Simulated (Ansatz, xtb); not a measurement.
## SnCl2 (SMILES [Cl][Sn][Cl]): the energy, rung by rung

The species is SnCl2 (3 atoms), meant as a singlet with charge 0. SMILES: `[Cl][Sn][Cl]`. The shape comes from GFN2-xTB, which is rough for such elements, and wasn't checked as a minimum.

```xyz
3

Sn    0.0049   -0.0072   -1.0237
Cl    1.8126   -0.0190    0.5210
Cl   -1.8175    0.0262    0.5027
```

Each level gives the energy change with the Sn1–Cl2 bond stretched from 2.378 to 3.091 Å (eV). The values are calculated.

```csv
level,kind,program,value (eV),CPU time (all runs)
GFN-FF,force field,xtb,0.62,under 2 s
HF/def2-SVP (core potential) (restricted),Hartree–Fock,Ansatz,1.41,1.6 s
SVWN5/def2-SVP (core potential) (restricted),LDA,Ansatz,1.40,3 s
PBE/def2-SVP (core potential) (restricted),GGA,Ansatz,1.16,4.4 s
r2SCAN/def2-SVP (core potential) (restricted),meta-GGA,Ansatz,1.30,7 s
PBE0/def2-SVP (core potential) (restricted),global hybrid,Ansatz,1.36,4.2 s
MP2/def2-SVP (core potential) (restricted),perturbation theory,Ansatz,1.50,1.9 s
CCSD/def2-SVP (core potential) (restricted),coupled cluster or CI,Ansatz,1.44,3.6 s
```

The first shape isn't each level's own minimum. The values span 0.62 to 1.50 eV. In the correlated wave-function rows the outer d shell of Sn is correlated, in sets not made for it. CPU times are rough (shared hosts, several kinds of processor): they show what a rung costs within a factor of a few.

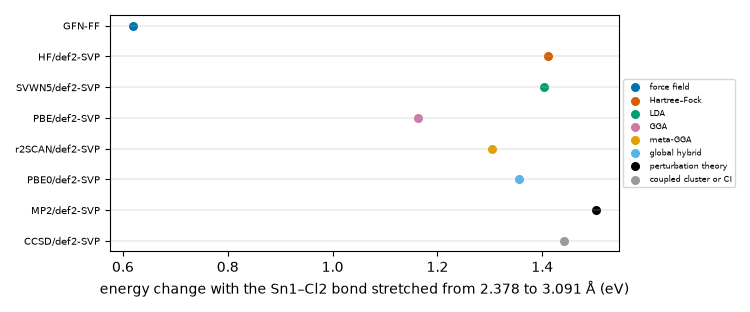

The values of the table, level by level.
